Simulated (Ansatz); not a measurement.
# Calculations on P2H4

Part 1: Relaxation

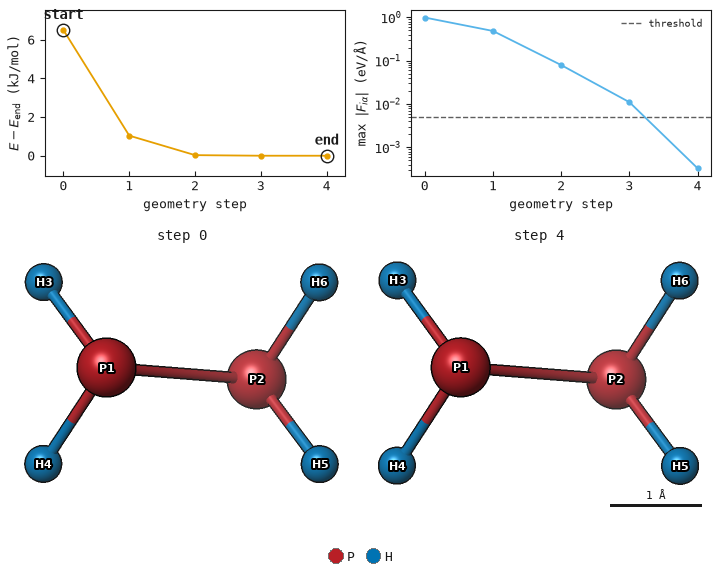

First and last geometry of a relaxation of P2H4, with the history of the run. A ball-and-stick model, seen face on.

Theory: RKS PBE0-D4/def2-TZVP in Ansatz.

The input:
```yaml
crystal:
  periodic: [false, false, false]
  atoms:
    - {symbol: P, position_ang: [0.356440, -1.013040, -0.080020]}
    - {symbol: P, position_ang: [-0.356010, 1.013100, 0.075200]}
    - {symbol: H, position_ang: [-0.485630, -1.485260, 0.927610]}
    - {symbol: H, position_ang: [-0.560460, -1.359070, -1.073560]}
    - {symbol: H, position_ang: [0.492100, 1.488310, -0.925960]}
    - {symbol: H, position_ang: [0.553550, 1.355960, 1.076740]}
basis:
  gaussian: {orbitals: def2-TZVP}
hamiltonian: {xc: pbe0, dispersion: d4}
relax: {f_tol: 0.005, max_steps: 200}
```

Question: Read the history and describe the run.

Answer: It converged. The largest moves after the best rigid fit, 0.042 Å, are those of H3, H4, H5 and H6. Largest moves by element: H 0.042 Å, P 0.037 Å. Among the contacts that change: P1–P2 2.153 → 2.227 Å, P1–H3 1.395 → 1.422 Å. After 4 geometry steps the energy has fallen by 6.50 kJ/mol. Largest force component: 0.99 eV/Å at the start, 0.00033 eV/Å at the end. The run took of the order of 13 core-seconds on a shared host.

Part 2: A change

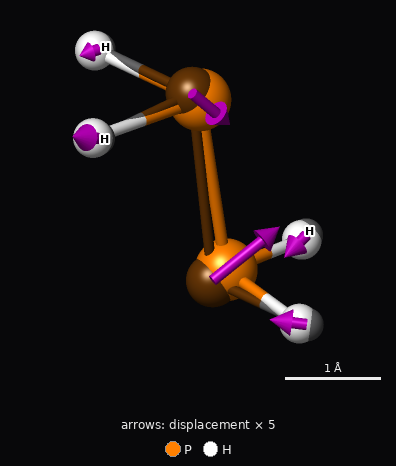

P₂H₄, drawn pale, and a changed version of it, drawn solid. The purple arrows show how the atoms are displaced, magnified 5 times. Style: ball-and-stick. Shown from a free direction.

Method: RKS PBE-D4/def2-TZVPP (Ansatz). 

Question: What was done to the structure, and with what result?

Answer: All atoms are moved at random (σ = 0.09 Å) from the PBE0-D4/def2-TZVP minimum. Energy change: +32.2 kcal/mol. The largest force is 8.4 eV/Å, on a P atom. The forces mostly point back along the displacements (cosine −0.86). At other levels of theory the same distortion costs 31.4 kcal/mol (RKS r2SCAN-D4/def2-TZVPP), 31.3 kcal/mol (RKS PBE0-D4/def2-TZVPP), 31.1 kcal/mol (RKS wB97M-V/def2-TZVPP), 31.7 kcal/mol (RHF-CCSD(T), frozen core/def2-TZVPP). Near-neighbour distances before and after: H–P 1.422 → 1.210 to 1.593 Å, P–P 2.227 → 2.052 Å. Among the angles between lasting bonds that change: H–P–H 92.0° → 103.1°, P–P–H 93.6° → 101.2°.

Part 3: Distortion

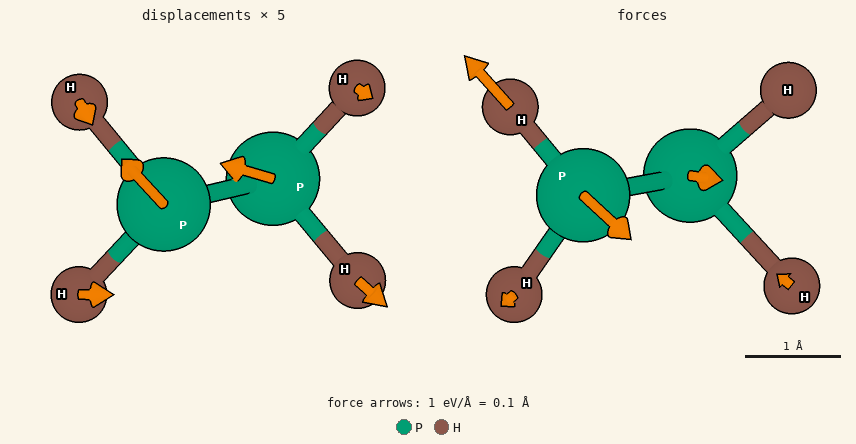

Left: P₂H₄, with orange arrows for the displacements applied to it. Right: the displaced structure with the computed forces. Style: ball-and-stick. Shown at a tilt.

These are results of RKS PBE-D4/def2-TZVPP in Ansatz, not measurements. 

Q: Where do the forces point?

A: All atoms are moved at random (σ = 0.09 Å) from the PBE0-D4/def2-TZVP minimum. It costs 134.8 kJ/mol. The largest force is 8.4 eV/Å, on a P atom. The forces mostly point back along the displacements (cosine −0.86). At other levels of theory the same distortion costs 131.2 kJ/mol (RKS r2SCAN-D4/def2-TZVPP), 130.9 kJ/mol (RKS PBE0-D4/def2-TZVPP), 130.1 kJ/mol (RKS wB97M-V/def2-TZVPP), 132.5 kJ/mol (RHF-CCSD(T), frozen core/def2-TZVPP). Some distances before and after: H–P 1.422 → 1.210 to 1.593 Å, P–P 2.227 → 2.052 Å. Among the angles between lasting bonds that change: H–P–H 92.0° → 103.1°, P–P–H 93.6° → 101.2°.

Part 4: Distortion

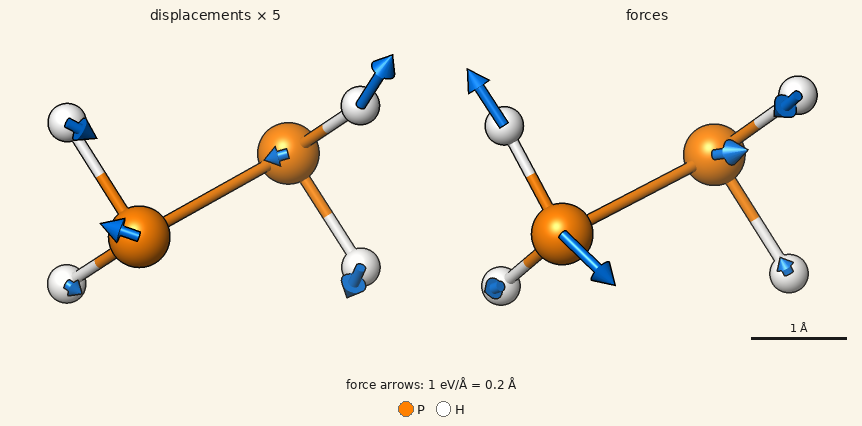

Left: P₂H₄, with blue arrows for the displacements applied to it. Right: the displaced structure with the computed forces. The picture is a ball-and-stick view, seen at a tilt.

Computed with RKS r2SCAN-D4/def2-TZVPP (Ansatz 0.2.0). 

Q: Where do the forces point?

A: All atoms are moved at random (σ = 0.09 Å) from the PBE0-D4/def2-TZVP minimum. Energy change: +13.7 kcal/mol. The largest force is 4.2 eV/Å, on a P atom. The forces mostly point back along the displacements (cosine −0.74). At other levels of theory the same distortion costs 13.5 kcal/mol (RKS PBE-D4/def2-TZVPP), 13.9 kcal/mol (RKS PBE0-D4/def2-TZVPP), 13.9 kcal/mol (RKS wB97M-V/def2-TZVPP), 13.6 kcal/mol (RHF-CCSD(T), frozen core/def2-TZVPP). Among the bonded contacts that change: H–P 1.422 → 1.292 to 1.606 Å. Bond angles that change, for instance: H–P–H 92.0° → 98.7°, H–P–H 92.0° → 95.2°.
